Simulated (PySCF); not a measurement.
# [Tl(H2O)]3+: other functionals and bases at one geometry

Aim: see how levels, charges and forces of [Tl(H2O)]3+ depend on the level of theory. The structure is generated, not taken from experiment.

The runs use PySCF 2.14.0; several levels, as the steps say, no spin–orbit coupling.

1 further run of the same task is left out (for a known fault of the program).

### 1 The system as given

4 atoms, charge 3, spin multiplicity 1.

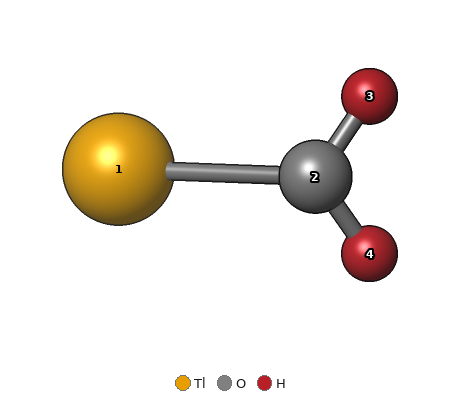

The geometry (thallium amber, oxygen grey, hydrogen red); atoms are numbered from 1 in the order of the file.

Geometry (Å):

```
Tl    0.0000   -0.0202   -0.2490
O     0.0000    0.1233    2.0207
H     0.8308   -0.2822    2.4766
H    -0.8308   -0.2822    2.4766
```

Formal oxidation states: Tl +3. An earlier session relaxed this geometry at PBE0, Tl def2-SVP with ECP60, O def2-SVP, H def2-SVP (singlet, point group Cs).

At PBE0 on the finer grid: E = -247.044948 Eh, HOMO -31.44 eV, LUMO -28.07 eV, Mulliken charge on Tl1 +2.15 e, largest force component 0.002 eV/Å. 

Levels to run: revPBE; BP86; PBE0, TZVP. Hardware: 2 threads of Arm Neoverse V1, shared host.

### 2 revPBE

Input file run.py (the lines that set the calculation):

```python
mol = gto.M(atom='''
Tl     0.00000    -0.02023    -0.24900
O      0.00000     0.12328     2.02072
H      0.83083    -0.28220     2.47660
H     -0.83083    -0.28220     2.47660''',
    basis={'Tl': 'def2-SVP', 'O': 'def2-SVP', 'H': 'def2-SVP'},
    ecp={'Tl': 'def2-SVP'},
    charge=3, spin=0)
mf = dft.RKS(mol, xc='PBE_R,PBE')
mf.grids.atom_grid = (75, 302)
mf = mf.density_fit()  # fitting sets: Tl def2-universal-JKFIT, O def2-universal-JKFIT, H def2-universal-JKFIT
mf.conv_tol = 1e-08; mf.max_cycle = 55
mf.kernel(dm0)  # dm0: the density of the relaxed state
```

On the command line:

```bash
> OMP_NUM_THREADS=2 python run.py
```

The program printed:

```text
init E= -247.19929317205
  HOMO = -1.0929296898076  LUMO = -1.06217977243894  gap/eV = 0.83675
cycle= 1 E= -247.139241223947  delta_E= 0.0601  |g|= 0.42  |ddm|= 1.11
  HOMO = -1.30312602336302  LUMO = -1.04104314381947  gap/eV = 7.13164
cycle= 2 E= -246.745516374937  delta_E= 0.394  |g|= 1.31  |ddm|= 2.52
  HOMO = -1.14904063466678  LUMO = -1.05628803078766  gap/eV = 2.52393
cycle= 3 E= -247.127490874612  delta_E= -0.382  |g|= 0.445  |ddm|= 0.942
  HOMO = -1.10693313687546  LUMO = -1.06776177026704  gap/eV = 1.06591
cycle= 4 E= -247.194706432807  delta_E= -0.0672  |g|= 0.135  |ddm|= 1.32
  HOMO = -1.10375469630843  LUMO = -1.06606293237572  gap/eV = 1.02565
cycle= 5 E= -247.201280803157  delta_E= -0.00657  |g|= 0.0335  |ddm|= 0.246
  HOMO = -1.10554917848637  LUMO = -1.06676381248051  gap/eV = 1.05540
cycle= 6 E= -247.201609256484  delta_E= -0.000328  |g|= 0.0137  |ddm|= 0.0468
  HOMO = -1.10574649003199  LUMO = -1.06672568549891  gap/eV = 1.06181
cycle= 7 E= -247.201649590586  delta_E= -4.03e-05  |g|= 0.00815  |ddm|= 0.0113
  HOMO = -1.10589073975932  LUMO = -1.06670518968744  gap/eV = 1.06629
cycle= 8 E= -247.201666489176  delta_E= -1.69e-05  |g|= 0.00408  |ddm|= 0.00885
  HOMO = -1.10605154597879  LUMO = -1.06672514145081  gap/eV = 1.07013
cycle= 9 E= -247.201672132951  delta_E= -5.64e-06  |g|= 5.47e-05  |ddm|= 0.00855
  HOMO = -1.10604792402582  LUMO = -1.06671837397345  gap/eV = 1.07021
cycle= 10 E= -247.201672133756  delta_E= -8.04e-10  |g|= 1.3e-05  |ddm|= 8.95e-05
  HOMO = -1.10605369821541  LUMO = -1.06672009869912  gap/eV = 1.07032
Extra cycle  E= -247.201672129453  delta_E= 4.3e-09  |g|= 0.000118  |ddm|= 0.000257
converged SCF energy = -247.201672129453
```

It took 1.4 s on 2 threads of Arm Neoverse V1, shared host.

Result: E = -247.201672 Eh, HOMO -30.10 eV, LUMO -29.03 eV, Mulliken charge on Tl1 +2.10 e, largest force component 0.913 eV/Å. 

### 3 BP86

Edit run.py (the lines that set the calculation) of step 2 so:

```diff
@@ -8,3 +8,3 @@
     charge=3, spin=0)
-mf = dft.RKS(mol, xc='PBE_R,PBE')
+mf = dft.RKS(mol, xc='B88,P86')
 mf.grids.atom_grid = (75, 302)
```

On the command line:

```bash
> OMP_NUM_THREADS=2 python run.py
```

The program printed:

```text
init E= -247.266948975059
  HOMO = -1.1002692793119  LUMO = -1.06995503914984  gap/eV = 0.82489
cycle= 1 E= -247.194836754352  delta_E= 0.0721  |g|= 0.457  |ddm|= 1.26
  HOMO = -1.30709109152189  LUMO = -1.04596960449406  gap/eV = 7.10548
cycle= 2 E= -246.762667130729  delta_E= 0.432  |g|= 1.39  |ddm|= 2.69
  HOMO = -1.16444091133456  LUMO = -1.06327204600823  gap/eV = 2.75295
cycle= 3 E= -247.181434076929  delta_E= -0.419  |g|= 0.487  |ddm|= 0.947
  HOMO = -1.11602019569131  LUMO = -1.07625767814395  gap/eV = 1.08199
cycle= 4 E= -247.263539339452  delta_E= -0.0821  |g|= 0.127  |ddm|= 1.41
  HOMO = -1.11161868650676  LUMO = -1.07464583833135  gap/eV = 1.00608
cycle= 5 E= -247.269139274498  delta_E= -0.0056  |g|= 0.0401  |ddm|= 0.219
  HOMO = -1.11363470624839  LUMO = -1.07559692681858  gap/eV = 1.03506
cycle= 6 E= -247.269530316579  delta_E= -0.000391  |g|= 0.0218  |ddm|= 0.0453
  HOMO = -1.11393952318418  LUMO = -1.07560868374297  gap/eV = 1.04304
cycle= 7 E= -247.269618473032  delta_E= -8.82e-05  |g|= 0.0145  |ddm|= 0.0152
  HOMO = -1.11418984839455  LUMO = -1.07555988883965  gap/eV = 1.05117
cycle= 8 E= -247.269672987295  delta_E= -5.45e-05  |g|= 0.00703  |ddm|= 0.0167
  HOMO = -1.1144719049082  LUMO = -1.07559871016737  gap/eV = 1.05779
cycle= 9 E= -247.269689602218  delta_E= -1.66e-05  |g|= 9.76e-05  |ddm|= 0.0152
  HOMO = -1.11446401658338  LUMO = -1.07558979802939  gap/eV = 1.05782
cycle= 10 E= -247.269689604539  delta_E= -2.32e-09  |g|= 4.27e-06  |ddm|= 0.000113
  HOMO = -1.11446357815764  LUMO = -1.07559055945587  gap/eV = 1.05779
Extra cycle  E= -247.26968960436  delta_E= 1.79e-10  |g|= 2.33e-05  |ddm|= 6.12e-05
converged SCF energy = -247.26968960436
```

Run time: 1.4 s. Hardware: 2 threads of Arm Neoverse V1, shared host.

Read off: E = -247.269690 Eh, HOMO -30.33 eV, LUMO -29.27 eV, Mulliken charge on Tl1 +2.09 e, largest force component 0.736 eV/Å. 

### 4 PBE0, TZVP

Basis: Tl def2-TZVP with ECP60, O def2-TZVP, H def2-TZVP. 

Input file run.py (the lines that set the calculation):

```python
mol = gto.M(atom='''
Tl     0.00000    -0.02023    -0.24900
O      0.00000     0.12328     2.02072
H      0.83083    -0.28220     2.47660
H     -0.83083    -0.28220     2.47660''',
    basis={'Tl': 'def2-TZVP', 'O': 'def2-TZVP', 'H': 'def2-TZVP'},
    ecp={'Tl': 'def2-TZVP'},
    charge=3, spin=0)
mf = dft.RKS(mol, xc='PBE0')
mf.grids.atom_grid = (75, 302)
mf = mf.density_fit()  # fitting sets: Tl def2-universal-JKFIT, O def2-universal-JKFIT, H def2-universal-JKFIT
mf.conv_tol = 1e-08; mf.max_cycle = 55
mf.kernel(dm0)  # dm0: free metal ions and neutral atoms
```

On the command line:

```bash
> OMP_NUM_THREADS=2 python run.py
```

The program printed:

```text
init E= -237.677325065512
  HOMO = -1.3534236174274  LUMO = -1.1121108043674  gap/eV = 6.56646
cycle= 1 E= -244.172761419173  delta_E= -6.5  |g|= 4.49  |ddm|= 3.73
  HOMO = -0.835608770750647  LUMO = -0.762675514048677  gap/eV = 1.98462
cycle= 2 E= -233.628726483026  delta_E= 10.5  |g|= 4.69  |ddm|= 6.25
  HOMO = -1.10181090500046  LUMO = -1.08725798657335  gap/eV = 0.39601
cycle= 3 E= -233.352626305763  delta_E= 0.276  |g|= 5.63  |ddm|= 7.62
  HOMO = -1.39612706308192  LUMO = -1.06377438339119  gap/eV = 9.04378
cycle= 4 E= -246.210798387525  delta_E= -12.9  |g|= 2.06  |ddm|= 4.28
  HOMO = -1.21556520190678  LUMO = -0.995805545576555  gap/eV = 5.97996
cycle= 5 E= -246.942399627805  delta_E= -0.732  |g|= 0.788  |ddm|= 1.02
  HOMO = -1.07470279420776  LUMO = -1.01548558737689  gap/eV = 1.61138
cycle= 6 E= -246.920840413965  delta_E= 0.0216  |g|= 0.925  |ddm|= 2.91
  HOMO = -1.1468486287916  LUMO = -1.03421673691015  gap/eV = 3.06487
cycle= 7 E= -247.140127663958  delta_E= -0.219  |g|= 0.0896  |ddm|= 1.67
  HOMO = -1.15925188639772  LUMO = -1.03186922716841  gap/eV = 3.46626
cycle= 8 E= -247.141672171235  delta_E= -0.00154  |g|= 0.0538  |ddm|= 0.0974
  HOMO = -1.1549137848472  LUMO = -1.02838651768439  gap/eV = 3.44298
cycle= 9 E= -247.142325987978  delta_E= -0.000654  |g|= 0.0133  |ddm|= 0.107
  HOMO = -1.15587546361465  LUMO = -1.02832928613712  gap/eV = 3.47071
cycle= 10 E= -247.142373451768  delta_E= -4.75e-05  |g|= 0.00423  |ddm|= 0.0187
  HOMO = -1.15624845802337  LUMO = -1.02840890885211  gap/eV = 3.47869
cycle= 11 E= -247.142378523945  delta_E= -5.07e-06  |g|= 0.000968  |ddm|= 0.00867
  HOMO = -1.15623469828854  LUMO = -1.02842067556166  gap/eV = 3.47800
cycle= 12 E= -247.142378760064  delta_E= -2.36e-07  |g|= 0.000586  |ddm|= 0.00137
  HOMO = -1.15620680393668  LUMO = -1.02842249696099  gap/eV = 3.47719
cycle= 13 E= -247.142378855642  delta_E= -9.56e-08  |g|= 0.000249  |ddm|= 0.000868
  HOMO = -1.15619496736496  LUMO = -1.0284219615153  gap/eV = 3.47688
cycle= 14 E= -247.142378870322  delta_E= -1.47e-08  |g|= 7.33e-05  |ddm|= 0.000301
  HOMO = -1.15618878001623  LUMO = -1.02842190644273  gap/eV = 3.47671
cycle= 15 E= -247.142378871713  delta_E= -1.39e-09  |g|= 4.21e-06  |ddm|= 0.00011
  HOMO = -1.1561871722627  LUMO = -1.0284215159941  gap/eV = 3.47668
Extra cycle  E= -247.142378871676  delta_E= 3.69e-11  |g|= 1.36e-05  |ddm|= 2.65e-05
converged SCF energy = -247.142378871676
```

It took 4 s on 2 threads of Arm Neoverse V1, shared host.

Result: E = -247.142379 Eh, HOMO -31.46 eV, LUMO -27.98 eV, Mulliken charge on Tl1 +2.16 e, largest force component 0.492 eV/Å. 

### 5 Results

| level | state | HOMO (eV) | gap (eV) | charge on Tl1 (e) | dipole (D) | largest force (eV/Å) | basis functions | time |
| --- | --- | --- | --- | --- | --- | --- | --- | --- |
| PBE0 (relaxed here) | singlet | -31.44 | 3.37 | 2.15 | 7.66 | 0.00 | 50 | 2 s |
| revPBE | singlet | -30.10 | 1.07 | 2.10 | 8.26 | 0.91 | 50 | 1.4 s |
| BP86 | singlet | -30.33 | 1.06 | 2.09 | 8.36 | 0.74 | 50 | 1.4 s |
| PBE0, TZVP | singlet | -31.46 | 3.48 | 2.16 | 7.82 | 0.49 | 93 | 4 s |

Times are on 2 threads of Arm Neoverse V1, shared host; the first row also made further properties. The dipole of a charged species depends on the origin, so these sizes hold for this origin alone.

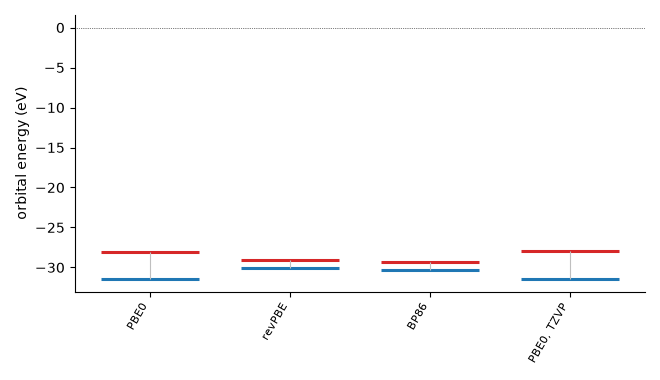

Highest filled and lowest empty level, method by method.

In one basis the HOMO–LUMO gap runs from 1.06 eV (BP86) to 3.37 eV (PBE0). The largest leftover force, 0.91 eV/Å with revPBE, stands at a geometry relaxed at another level. The Mulliken charge on Tl spans +2.09 to +2.16 e over the levels. Total energies of different levels can't be compared. Spin–orbit coupling is left out throughout.
